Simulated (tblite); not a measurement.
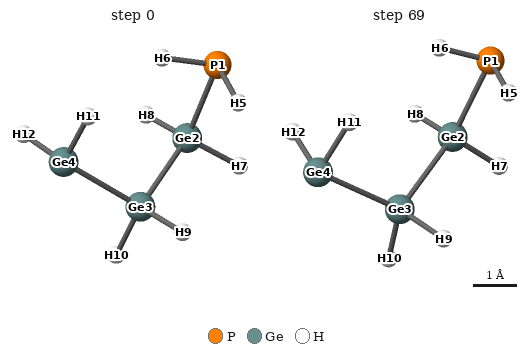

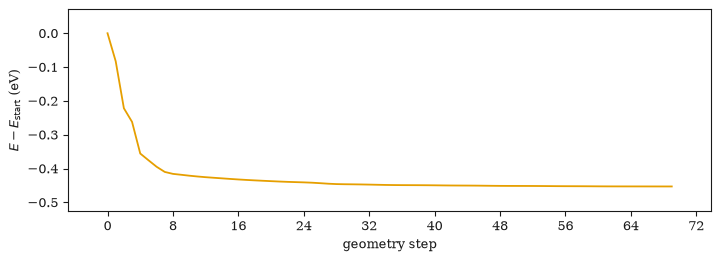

First and last geometry of a relaxation of Ge$_{3}$PH$_{8}$ (multiplicity 2), with the history of the run. The picture is a ball-and-stick view, seen from a free direction.

These are results of GFN2-xTB geometry optimisation, gas phase in tblite 0.8.0, not measurements. 

Question: Read the history and describe the run.

Answer: It converged. The atom that moves furthest after the best rigid fit is Ge4 (0.38 Å). By element the largest moves are Ge 0.38 Å, H 0.37 Å, P 0.21 Å. Among the contacts that change: Ge2–Ge3 2.388 → 2.467 Å, P1–H5 1.462 → 1.389 Å, Ge3–Ge4 2.401 → 2.450 Å, Ge4–H12 1.536 → 1.574 Å. Among the angles between lasting bonds that change: H11–Ge4–H12 110.0° → 92.9°, H9–Ge3–H10 109.5° → 98.2°, Ge3–Ge4–H11 108.6° → 97.6°. Over 69 geometry steps the energy falls by 0.453 eV.

```
step  E − E(0), eV
   0        0.0000
   1       -0.0828
   2       -0.2217
   3       -0.2620
   4       -0.3555
   5       -0.3753
   6       -0.3947
   7       -0.4100
   8       -0.4157
   9       -0.4183
  10       -0.4211
  13       -0.4272
  16       -0.4322
  19       -0.4361
  22       -0.4393
  26       -0.4432
  29       -0.4463
  32       -0.4474
  35       -0.4488
  38       -0.4491
  41       -0.4498
  44       -0.4503
  47       -0.4510
  50       -0.4514
  53       -0.4516
  57       -0.4522
  60       -0.4526
  63       -0.4528
  66       -0.4529
  69       -0.4529
```
